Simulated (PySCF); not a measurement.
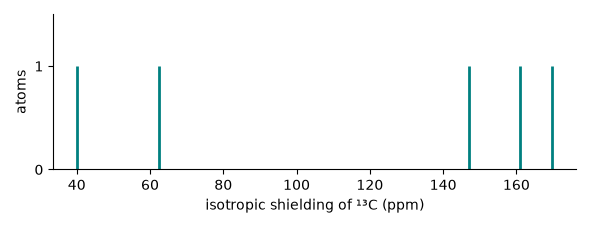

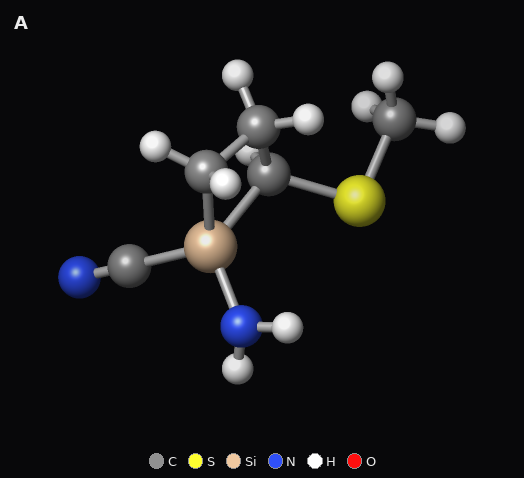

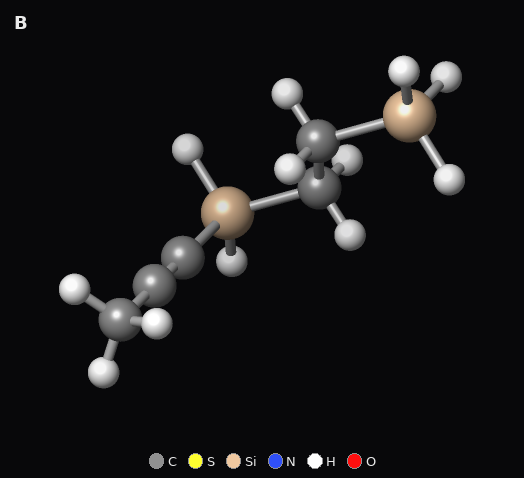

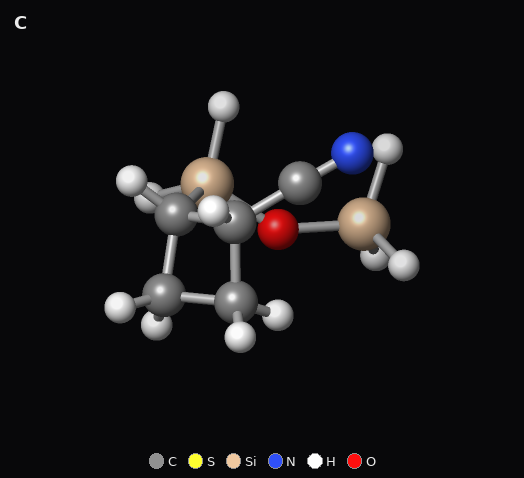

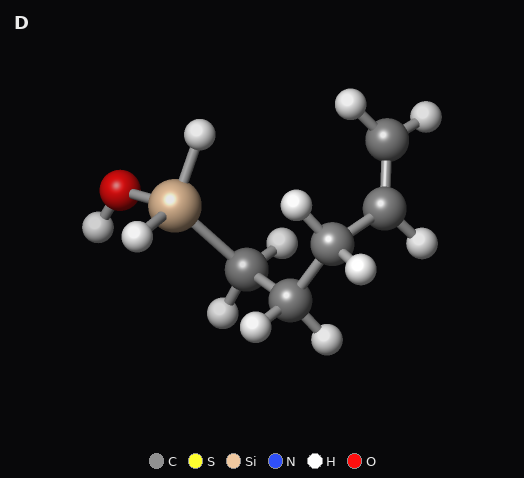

The sticks are computed shieldings of one of the molecules, for one fixed geometry (GFN2-xTB) without averaging over rotations. Low shielding means a high chemical shift. Method: GIAO PBE0/pcSseg-1 NMR shielding, non-relativistic, gas phase (PySCF 2.14.0).

### Match the spectrum to a structure.

D, `C=CCCC[SiH2]O`. Its 5 C atoms give lines at 40.1, 62.6, 147.0, 161.1, 169.8 ppm.

The geometry is semi-empirical. Around Si such bond lengths and angles can be off by a tenth of an ångström or more and by several degrees, and values that hang on the shape move with them.
